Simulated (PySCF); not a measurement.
# Geometry relaxation, with input and output: CH₇GeNS

- system: CH₇GeNS
- method: PBE0-D3(BJ)/def2-SVP geometry optimisation, gas phase (PySCF 2.14.0)

It belongs to a series of runs on one base structure; here: H on Ge replaced by NH2.

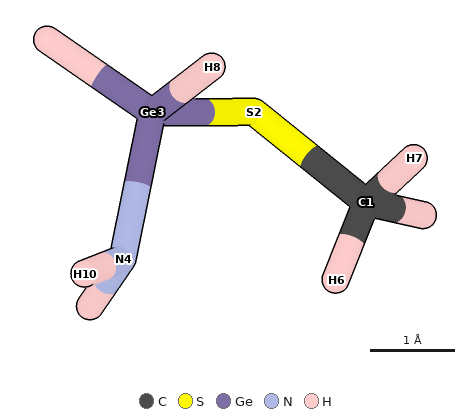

*The input geometry (stick view, seen at a tilt; atoms are numbered from 1 in the order of the input). Sticks mark near contacts.*

Bond lengths as drawn: C–H 1.05 to 1.11 Å, C–S 1.81 Å, Ge–H 1.51 to 1.55 Å, Ge–N 1.83 Å, Ge–S 2.19 Å and H–N 0.97 to 1.02 Å.

Results in brief:

```tsv
quantity	value
outcome	converged
total energy	−2571.326474 hartree
dipole moment	2.08 D
point group	C1
hardware	1 CPU thread, shared host
wall time	39 s
peak memory	0.48 GiB
```

Input:
```
{"job": {"xc": "PBE0", "basis": "def2-SVP", "d3": "d3bj", "grid": 1, "shake": 0.01, "kind": "geom"}, "charge": 0, "multiplicity": 1}
C     -1.856700    -0.281950     0.117260
S     -0.818630     0.367570     1.454910
Ge     0.975760     0.806930     0.270480
N      1.462290    -0.725880    -0.601060
H     -2.791610    -0.614650     0.573070
H     -1.382390    -1.068630    -0.401230
H     -2.093560     0.545100    -0.581370
H      0.758600     1.806760    -0.836020
H      2.040710     1.366350     1.245750
H      2.191750    -0.674300    -1.243290
H      1.551890    -1.553130    -0.014170
```

The first line tells a small driver script what to run in PySCF; the rest is the geometry in Å.

Run as:
```bash
OMP_NUM_THREADS=1 python <driver script> task.json out
```

The program's output:
```
step   0  E = -2571.32154834  max force = 0.035343
step   1  E = -2571.32586869  max force = 0.011528
step   2  E = -2571.32634375  max force = 0.002853
step   3  E = -2571.32641374  max force = 0.001638
step   4  E = -2571.32644592  max force = 0.001286
step   5  E = -2571.32646430  max force = 0.000479
step   6  E = -2571.32647415  max force = 0.000354
optimisation converged
```

Trajectory as extended XYZ (Å, eV, eV/Å), 7 frames, from step=0 to step=6:
```
11
Properties=species:S:1:pos:R:3:forces:R:3 step=0 energy=-69969.22323
C    -1.8567   -0.2819    0.1173   -0.8194   1.7634   0.4047
S    -0.8186    0.3676    1.4549    0.0322  -0.0576   0.2828
Ge    0.9758    0.8069    0.2705    0.6655  -0.2114   0.2148
N     1.4623   -0.7259   -0.6011   -1.8174  -0.4524   1.5852
H    -2.7916   -0.6147    0.5731   -0.1507  -0.1664   0.0792
H    -1.3824   -1.0686   -0.4012    0.7320  -1.2617  -0.7774
H    -2.0936    0.5451   -0.5814   -0.0074  -0.3207   0.0640
H     0.7586    1.8068   -0.8360   -0.2207   0.4717  -0.4360
H     2.0407    1.3663    1.2457   -0.1204  -0.0356   0.1079
H     2.1917   -0.6743   -1.2433    1.6268   0.1418  -1.4490
H     1.5519   -1.5531   -0.0142    0.0794   0.1287  -0.0762
11
Properties=species:S:1:pos:R:3:forces:R:3 step=1 energy=-69969.34080
C    -1.9142   -0.1671    0.0484    0.2426  -0.3309  -0.2079
S    -0.8557    0.4604    1.3887    0.0115   0.0432   0.0420
Ge    1.0257    0.7656    0.2607   -0.1421   0.0475  -0.0451
N     1.4397   -0.8702   -0.4809    0.3772   0.4397  -0.5928
H    -2.8255   -0.5580    0.5160   -0.0566  -0.0279   0.0325
H    -1.4070   -0.9851   -0.5034   -0.1451   0.2461   0.1945
H    -2.1882    0.6284   -0.6548   -0.0344   0.0990  -0.0432
H     0.8373    1.7679   -0.9100    0.0691  -0.1766   0.1063
H     2.0110    1.3167    1.3172    0.0161  -0.0154  -0.0485
H     2.1808   -0.8195   -1.1954   -0.4094  -0.0675   0.3510
H     1.7144   -1.5516    0.2129    0.0711  -0.2572   0.2112
11
Properties=species:S:1:pos:R:3:forces:R:3 step=2 energy=-69969.35372
C    -1.9068   -0.1680    0.0491    0.0171  -0.0611  -0.0735
S    -0.8621    0.4739    1.3946    0.0210   0.0286   0.0228
Ge    1.0211    0.7682    0.2681   -0.0620  -0.0397   0.0281
N     1.4341   -0.8588   -0.4845    0.1467   0.0425  -0.0089
H    -2.8201   -0.5648    0.5129   -0.0012   0.0058   0.0013
H    -1.3918   -0.9786   -0.4881   -0.0159   0.0428   0.0313
H    -2.1826    0.6269   -0.6594   -0.0068   0.0006   0.0210
H     0.8488    1.7485   -0.9070    0.0136  -0.0005  -0.0243
H     2.0172    1.3162    1.3132    0.0141  -0.0034  -0.0062
H     2.1576   -0.8152   -1.2022   -0.0995  -0.0188   0.0535
H     1.7027   -1.5608    0.2026   -0.0271   0.0032  -0.0450
11
Properties=species:S:1:pos:R:3:forces:R:3 step=3 energy=-69969.35563
C    -1.9015   -0.1675    0.0505   -0.0285   0.0088  -0.0016
S    -0.8637    0.4837    1.3987    0.0067   0.0127   0.0031
Ge    1.0198    0.7700    0.2726   -0.0086  -0.0340  -0.0004
N     1.4300   -0.8548   -0.4828    0.0253  -0.0009   0.0843
H    -2.8130   -0.5707    0.5127    0.0057   0.0025   0.0007
H    -1.3789   -0.9721   -0.4834    0.0184  -0.0138  -0.0131
H    -2.1829    0.6263   -0.6568   -0.0012  -0.0011   0.0113
H     0.8550    1.7438   -0.9094    0.0032   0.0126  -0.0118
H     2.0227    1.3160    1.3123    0.0019  -0.0014  -0.0002
H     2.1400   -0.8186   -1.2094   -0.0019   0.0016  -0.0389
H     1.6907   -1.5688    0.1942   -0.0210   0.0132  -0.0333
11
Properties=species:S:1:pos:R:3:forces:R:3 step=4 energy=-69969.35650
C    -1.8979   -0.1656    0.0528   -0.0239   0.0257   0.0240
S    -0.8628    0.4923    1.4013   -0.0071   0.0019  -0.0060
Ge    1.0209    0.7709    0.2748    0.0166  -0.0154  -0.0174
N     1.4263   -0.8534   -0.4799   -0.0152  -0.0109   0.0661
H    -2.8047   -0.5781    0.5158    0.0063  -0.0032   0.0005
H    -1.3673   -0.9630   -0.4837    0.0157  -0.0183  -0.0182
H    -2.1881    0.6285   -0.6503    0.0003  -0.0011   0.0027
H     0.8612    1.7417   -0.9114    0.0006   0.0091   0.0016
H     2.0284    1.3156    1.3109   -0.0039  -0.0008   0.0047
H     2.1222   -0.8246   -1.2193    0.0160   0.0050  -0.0450
H     1.6799   -1.5770    0.1882   -0.0053   0.0081  -0.0130
11
Properties=species:S:1:pos:R:3:forces:R:3 step=5 energy=-69969.35700
C    -1.8961   -0.1619    0.0566   -0.0035   0.0198   0.0246
S    -0.8600    0.5002    1.4029   -0.0122  -0.0027  -0.0091
Ge    1.0242    0.7707    0.2750    0.0212   0.0011  -0.0167
N     1.4230   -0.8543   -0.4777   -0.0223  -0.0082   0.0167
H    -2.7952   -0.5873    0.5224    0.0031  -0.0066   0.0003
H    -1.3582   -0.9501   -0.4874    0.0035  -0.0079  -0.0092
H    -2.1988    0.6332   -0.6398   -0.0010   0.0004  -0.0017
H     0.8686    1.7407   -0.9131    0.0009   0.0025   0.0068
H     2.0345    1.3139    1.3090   -0.0058  -0.0028   0.0061
H     2.1035   -0.8328   -1.2317    0.0072   0.0034  -0.0213
H     1.6726   -1.5848    0.1831    0.0089   0.0010   0.0034
11
Properties=species:S:1:pos:R:3:forces:R:3 step=6 energy=-69969.35727
C    -1.8959   -0.1574    0.0614    0.0103   0.0068   0.0127
S    -0.8562    0.5067    1.4038   -0.0086  -0.0019  -0.0073
Ge    1.0284    0.7694    0.2734    0.0121   0.0105  -0.0068
N     1.4199   -0.8567   -0.4778   -0.0182  -0.0062  -0.0174
H    -2.7865   -0.5960    0.5311   -0.0001  -0.0057   0.0002
H    -1.3533   -0.9366   -0.4918   -0.0047   0.0015   0.0002
H    -2.2120    0.6389   -0.6276   -0.0023   0.0014  -0.0012
H     0.8761    1.7403   -0.9145    0.0020  -0.0019   0.0057
H     2.0403    1.3098    1.3074   -0.0039  -0.0048   0.0052
H     2.0867   -0.8406   -1.2445   -0.0021   0.0021   0.0001
H     1.6706   -1.5903    0.1784    0.0155  -0.0019   0.0086
```

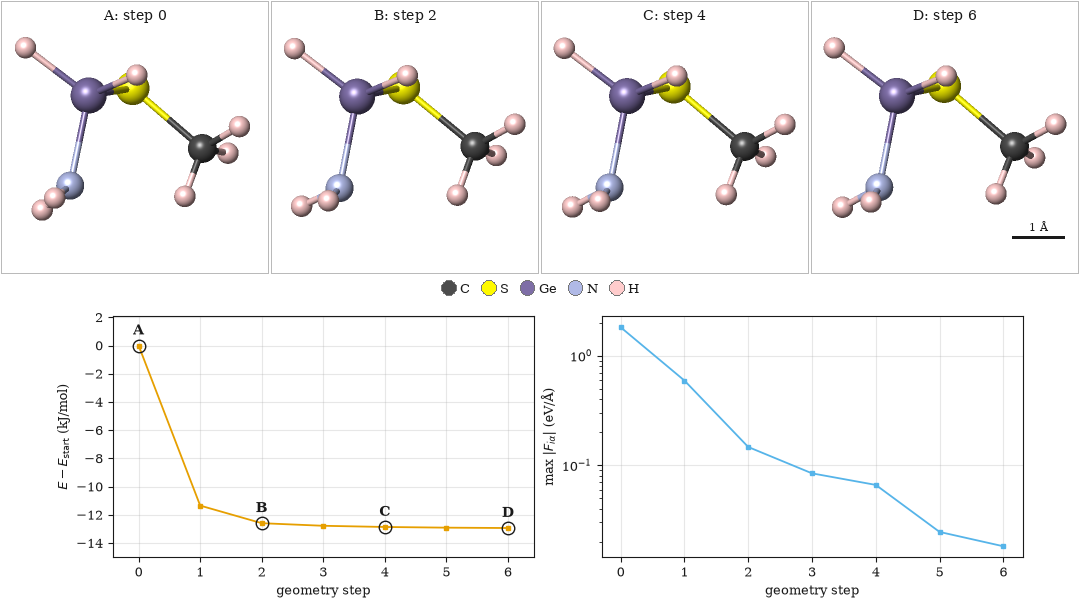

*Frames of the relaxation (ball-and-stick view, seen at a tilt) above the curves, on which the letters mark them (steps are counted from 0).*

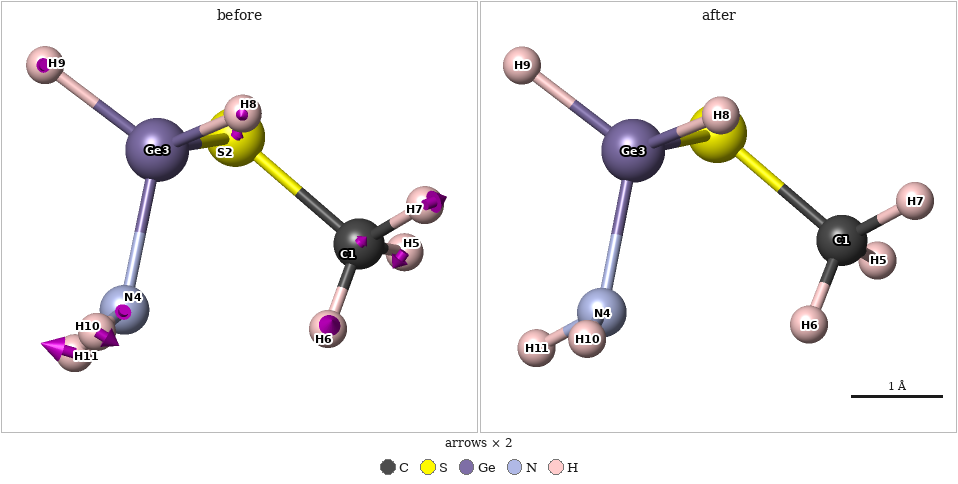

*Before (left) and after (right) the relaxation, at one scale (ball-and-stick view, seen at a tilt). The pink arrows give the displacements, magnified 2 times.*

The largest move after the best rigid fit is that of H11, 0.20 Å. Largest moves by element: H 0.20 Å, N 0.08 Å, C 0.06 Å, S 0.06 Å, Ge 0.04 Å. Among the contacts that change: C1–H6 1.055 → 1.099 Å, N4–H10 0.973 → 1.016 Å, Ge3–H8 1.507 → 1.542 Å, S2–Ge3 2.194 → 2.213 Å. Among the angles that change: S2–C1–H7 108.7° → 111.2°, H8–Ge3–H9 108.8° → 111.1°, S2–Ge3–H9 107.1° → 104.9°. The energy falls by 12.9 kJ/mol in 6 geometry steps. Largest force component: 1.8 eV/Å at the start, 0.018 eV/Å at the end. (Atoms are counted from 1 in the order of the input.)
